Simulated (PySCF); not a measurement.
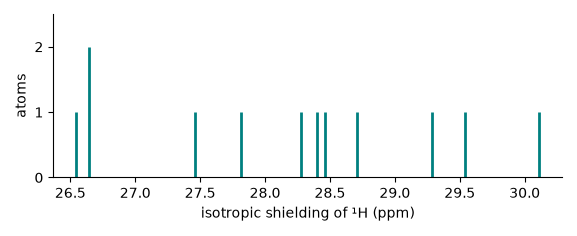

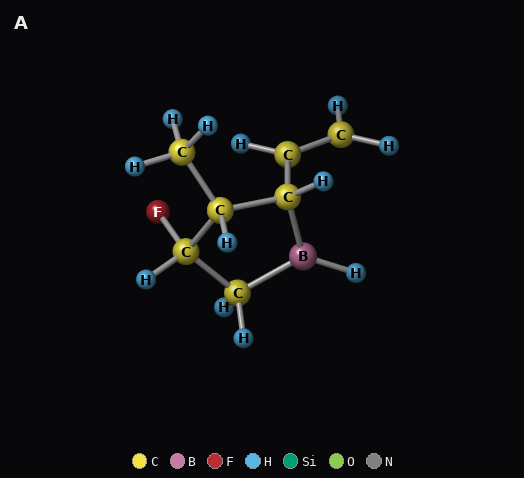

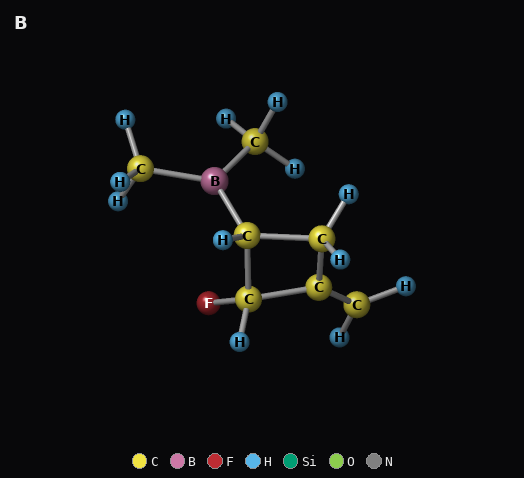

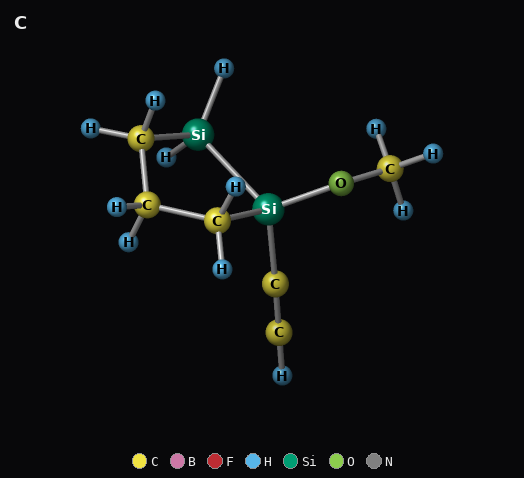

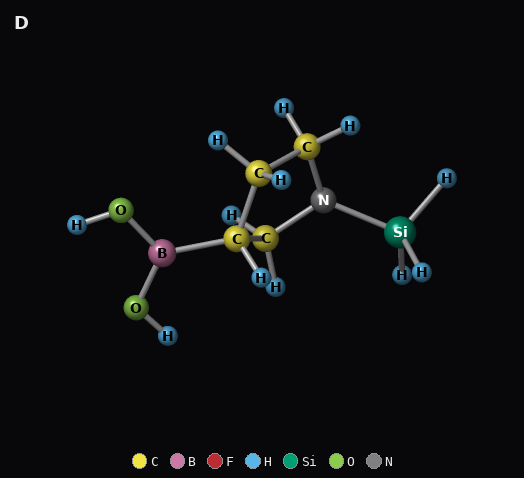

The sticks are computed shieldings of one of the molecules, for one fixed geometry (PBE0-D3(BJ)/def2-SVP) without averaging over rotations. Low shielding means a high chemical shift. Method: GIAO PBE0/pcSseg-1 NMR shielding, non-relativistic, gas phase (PySCF 2.14.0).

**Which molecule gives this pattern?**

D, `OB(O)[C@@H]1CCN([SiH3])C1`. Its 12 H atoms give lines at 26.55, 26.65 (2 atoms), 27.46, 27.82, 28.27, 28.40, 28.46, 28.71, 29.29, 29.54, 30.11 ppm.
